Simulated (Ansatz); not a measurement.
F$_{3}$HOSi$_{2}$ (SMILES F[Si](F)(F)O[SiH])

The calculation's input:

```
crystal:
  periodic: [false, false, false]
  atoms:
    - {symbol: F, position_ang: [-1.504398, 0.060296, 0.983578]}
    - {symbol: F, position_ang: [-1.006807, -2.281973, 1.959099]}
    - {symbol: F, position_ang: [0.559417, -0.291402, 2.500794]}
    - {symbol: O, position_ang: [0.578836, -1.331223, 0.073798]}
    - {symbol: Si, position_ang: [-0.335330, -0.962372, 1.361104]}
    - {symbol: Si, position_ang: [0.926103, -1.171037, -1.574214]}
    - {symbol: H, position_ang: [-0.227238, -0.196960, -1.910527]}
basis:
  gaussian:
    orbitals: def2-TZVPD
hamiltonian:
  xc: pbe0
output: {forces: true, orbitals: {seedname: orbitals}}
```

Run with:

```sh
ansatz run input.yaml --threads 1 --pin off --max-ram 2610MiB --events-out events.jsonl --progress --plain --runs-dir runs
```

Geometry: B3LYP-D3(BJ)/def2-SVP.

Level of theory: isolated molecule in a Gaussian basis; Kohn-Sham density functional theory, functional PBE0 (Ansatz).

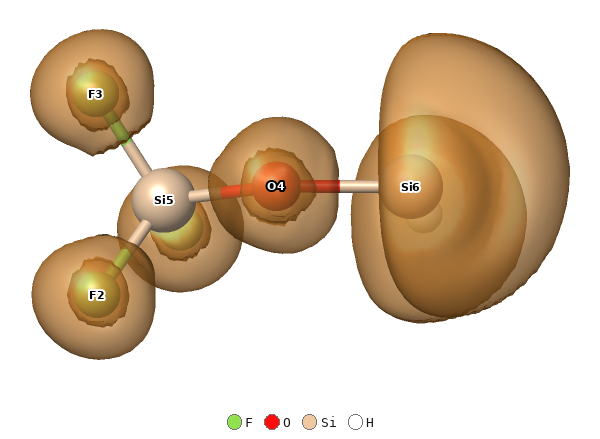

Figure 1. Isosurface of the electron localisation function at 0.75 (orange), seen from one side. Core shells and regions of very low density are left out.

**Identify the bonds, lone pairs and shells in this picture.**

The surface consists of one region around a hydrogen nucleus, one region on O in which the atom's valence shell and bonds are merged, one lobe on Si, pointing away from the bonds (lone pairs) and three regions wrapped around F (its lone pairs, merged into a ring or cap). Profiles from the grid: Si–F (1.60 Å): the ELF peaks at about 0.85 in the valence shell of F, 0.6 Å from its nucleus, and is about 0.55 at the midpoint. Si–O (1.62 Å): the ELF peaks at about 0.85 between the atoms; a polar covalent bond.

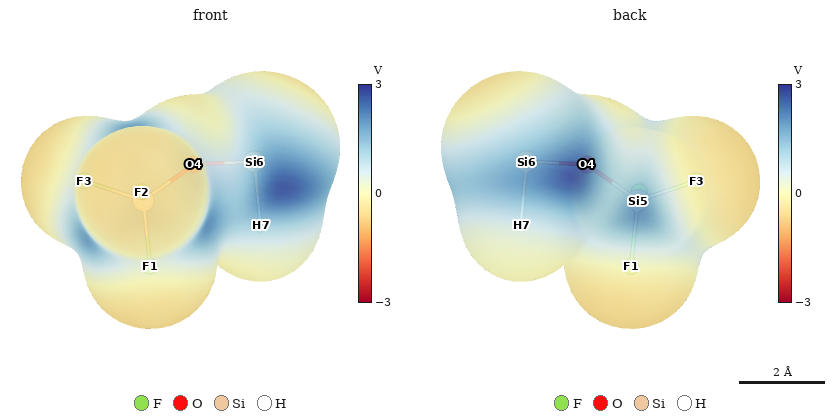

Figure 2. The electrostatic potential painted on the density surface at 0.002 e/bohr³, seen from the front and from behind; the colour scale runs from red (negative) to blue (positive).

**Which sites attract a positive test charge, and which a negative one?**

A positive charge is drawn to the negative regions and a negative charge to the positive ones. The most negative region (about −0.6 V) lies over F1, F2 and F3, the most positive (about +2.7 V) over Si6.

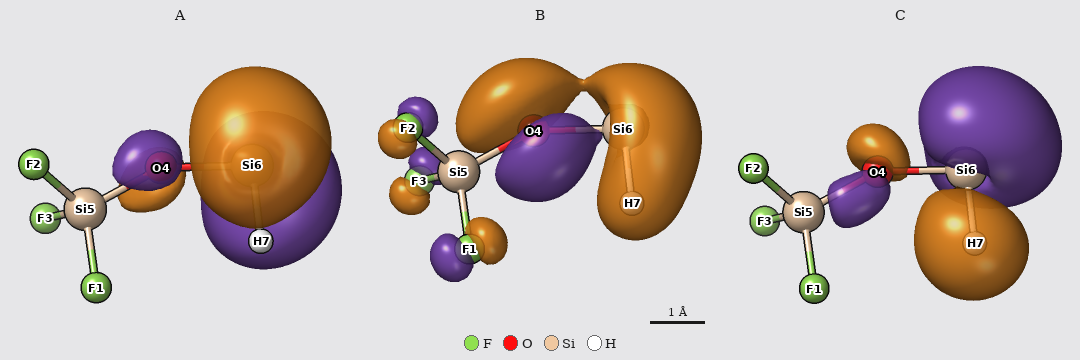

Figure 3. Three frontier orbitals at ±0.1 Å⁻³ᐟ² (orange and purple are the two phases), in no order.

**Order the three orbitals by energy and name them.**

B is the HOMO−1 (−10.89 eV). Its weight (Hirshfeld) is mainly on O4 (about 50 %), Si6 (about 30 %) and H7 (about 10 %). C is the HOMO (−7.20 eV). By Hirshfeld shares it lies mainly on Si6 (about 70 %), H7 (about 20 %) and O4 (about 5 %). A is the LUMO (−2.89 eV). Its weight (Hirshfeld) is mainly on Si6 (about 85 %) and O4 (about 10 %).

**What is the HOMO–LUMO gap?**

4.31 eV between the orbital energies.
